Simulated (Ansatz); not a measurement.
# AlN (F-43m): equation of state with a fit

Where is the equilibrium volume of AlN (F-43m), and how stiff is it? A script is to give an equation of state with a fit; the system is AlN (F-43m).

Program: Ansatz 0.2.0 through its Python package. Level of theory: DFT LDA, plane waves, PAW. These are calculated values, not measurements.

## (1) The system

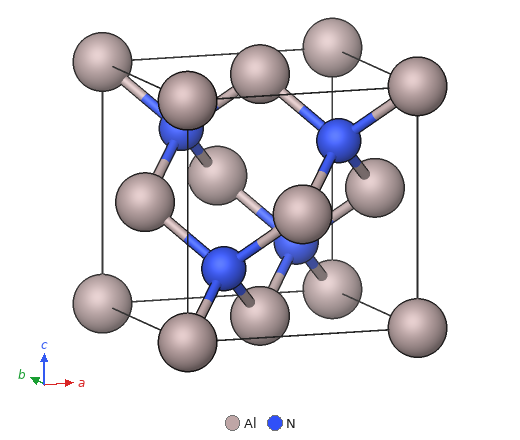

The structure that the script starts from, seen slightly off an axis (aluminium light grey, nitrogen blue). The cell is the conventional one. Atoms on cell faces are repeated.

No structure file is read: the coordinates are typed or built in the script.

## (2) Script

Contents of eos.py:

```python
"""Equation of state of AlN."""

import logging
import sys

import ansatz as az
import numpy as np
from scipy.optimize import curve_fit

logging.basicConfig(stream=sys.stdout, format="%(name)s: %(message)s")
log = logging.getLogger("ansatz_job")
log.setLevel(logging.INFO)

CUTOFF = 420
FILLING = "fixed"
MESH = (8, 8, 8)

VECTORS = np.array([
    [0.0, 2.183994, 2.183994],
    [2.183994, 0.0, 2.183994],
    [2.183994, 2.183994, 0.0],
])
SITES = [
    ("Al", [0.0, 0.0, 0.0]),
    ("N", [0.75, 0.75, 0.75]),
]


def build(cell):
    crystal = az.Crystal(lattice=az.Lattice.of(cell))
    for symbol, position in SITES:
        crystal = crystal.atom(symbol, position)
    return crystal

def vinet(v, e0, v0, b0, b1):
    eta = (v / v0) ** (1 / 3)
    return e0 + 2 * b0 * v0 / (b1 - 1) ** 2 * (2 - (5 + 3 * b1 * (eta - 1) - 3 * eta) * np.exp(-1.5 * (b1 - 1) * (eta - 1)))

# scale the volume, keep shape and fractions
volumes, energies, pressures = [], [], []
for scale in np.linspace(0.94, 1.06, 7):
    cell = VECTORS * scale ** (1 / 3)
    calc = build(cell).calculation()
    calc = calc.basis(CUTOFF)
    calc = calc.pseudopotentials("paw").occupations(FILLING)
    calc = calc.functional(az.Functional.LDA)
    calc = calc.kpoints(*MESH)
    calc = calc.stress()
    report = calc.run().report
    volumes.append(abs(np.linalg.det(cell)) / len(SITES))
    energies.append(report["free_energy_ev"] / len(SITES))
    pressures.append(np.trace(report["stress_gpa"]) / 3)
    log.info(f"V = {volumes[-1]:8.4f} A^3/atom  F = {energies[-1]:.5f} eV/atom  P = {pressures[-1]:8.3f} GPa")

guess = (min(energies), volumes[int(np.argmin(energies))], 0.5, 4.5)
(e0, v0, b0, b1), _ = curve_fit(vinet, np.array(volumes), np.array(energies), p0=guess, maxfev=20000)
log.info(f"Vinet fit: V0 = {v0:.4f} A^3/atom, B0 = {160.21766 * b0:.1f} GPa, B1 = {b1:.2f}")
print("largest residual", round(1000 * float(np.abs(vinet(np.array(volumes), e0, v0, b0, b1) - energies).max()), 3), "meV/atom")
```

## (3) The calls as engine input

The package turns the script's settings into the engine's input (first run):

```yaml
crystal:
  lattice:
    - [0.0, 2.1394101839181343, 2.1394101839181343]
    - [2.1394101839181343, 0.0, 2.1394101839181343]
    - [2.1394101839181343, 2.1394101839181343, 0.0]
  atoms:
    - { symbol: Al, position: [0.0, 0.0, 0.0] }
    - { symbol: "N", position: [0.75, 0.75, 0.75] }
basis:
  ecutwfc: 420.0
kpoints:
  mp_grid:
    grid: [8, 8, 8]
hamiltonian:
  xc: lda
  pseudopotentials:
    kind: paw
scf:
  occupations:
    method: fixed
output:
  stress: true
```

## (4) The run

Command:

```sh
$ python eos.py
```

What it wrote:

```text
ansatz_job: V =   9.7922 A^3/atom  F = -444.89229 eV/atom  P =   10.103 GPa
ansatz_job: V =  10.0006 A^3/atom  F = -444.90221 eV/atom  P =    5.086 GPa
ansatz_job: V =  10.2089 A^3/atom  F = -444.90580 eV/atom  P =    0.526 GPa
ansatz_job: V =  10.4173 A^3/atom  F = -444.90372 eV/atom  P =   -3.605 GPa
ansatz_job: V =  10.6256 A^3/atom  F = -444.89659 eV/atom  P =   -7.325 GPa
ansatz_job: V =  10.8340 A^3/atom  F = -444.88491 eV/atom  P =  -10.706 GPa
ansatz_job: V =  11.0423 A^3/atom  F = -444.86896 eV/atom  P =  -13.773 GPa
ansatz_job: Vinet fit: V0 = 10.2343 A^3/atom, B0 = 210.8 GPa, B1 = 4.09
largest residual 0.049 meV/atom
```

It took 5.2 s on 1 thread of Arm Neoverse V2, shared host; peak memory 0.36 GiB.

## (5) Inputs of later runs

The engine's inputs for some of the other runs:

Run 3, against run 1:

```diff
@@ -3,3 +3,3 @@
-    - [0.0, 2.1394101839181343, 2.1394101839181343]
-    - [2.1394101839181343, 0.0, 2.1394101839181343]
-    - [2.1394101839181343, 2.1394101839181343, 0.0]
+    - [0.0, 2.1693358804899927, 2.1693358804899927]
+    - [2.1693358804899927, 0.0, 2.1693358804899927]
+    - [2.1693358804899927, 2.1693358804899927, 0.0]
```

Run 4, against run 1:

```diff
@@ -3,3 +3,3 @@
-    - [0.0, 2.1394101839181343, 2.1394101839181343]
-    - [2.1394101839181343, 0.0, 2.1394101839181343]
-    - [2.1394101839181343, 2.1394101839181343, 0.0]
+    - [0.0, 2.183994, 2.183994]
+    - [2.183994, 0.0, 2.183994]
+    - [2.183994, 2.183994, 0.0]
```

Run 6, against run 1:

```diff
@@ -3,3 +3,3 @@
-    - [0.0, 2.1394101839181343, 2.1394101839181343]
-    - [2.1394101839181343, 0.0, 2.1394101839181343]
-    - [2.1394101839181343, 2.1394101839181343, 0.0]
+    - [0.0, 2.2127340589868445, 2.2127340589868445]
+    - [2.2127340589868445, 0.0, 2.2127340589868445]
+    - [2.2127340589868445, 2.2127340589868445, 0.0]
```

## (6) Run by run

One row for each of the 7 runs:

| run | volume (Å³/atom) | energy from run 3 (meV/atom) | pressure (GPa) | gap on the mesh (eV) | SCF cycles | CPU time (s) |
| --- | --- | --- | --- | --- | --- | --- |
| 1 | 9.792 | 13.51 | 10.10 | 3.27 | 6 | 0.56 |
| 2 | 10.001 | 3.58 | 5.09 | 3.26 | 6 | 0.49 |
| 3 | 10.209 | 0.00 | 0.53 | 3.25 | 6 | 0.49 |
| 4 | 10.417 | 2.08 | -3.60 | 3.24 | 6 | 0.49 |
| 5 | 10.626 | 9.21 | -7.32 | 3.23 | 6 | 0.51 |
| 6 | 10.834 | 20.89 | -10.71 | 3.22 | 6 | 0.51 |
| 7 | 11.042 | 36.84 | -13.77 | 3.21 | 6 | 0.51 |

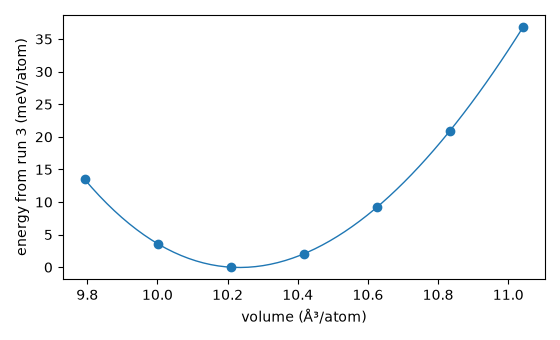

Energy against volume; the line is a third-order Birch-Murnaghan fit.

## (7) Summary of results

| quantity | value |
| --- | --- |
| runs compared | 7 |
| range of energy | 36.84 meV/atom |
| lowest point, volume (Å³/atom) | 10.209 |
| equilibrium volume (fit) | 10.23 Å³/atom |
| bulk modulus (fit) | 211 GPa |

In words: A third-order Birch-Murnaghan fit through the 7 points (the script's own form differs a little) has its minimum at 10.23 Å³ an atom, 1.8 % below the typed cell, with a bulk modulus of 211 GPa and dB/dP = 4.1. From that minimum the energy rises by 13.5 meV an atom on the compressed side and 36.9 meV on the expanded side. Notes:
- Pressure is positive in compression.
- The structure comes from a database of computed cells and needn't be a stable or known phase.
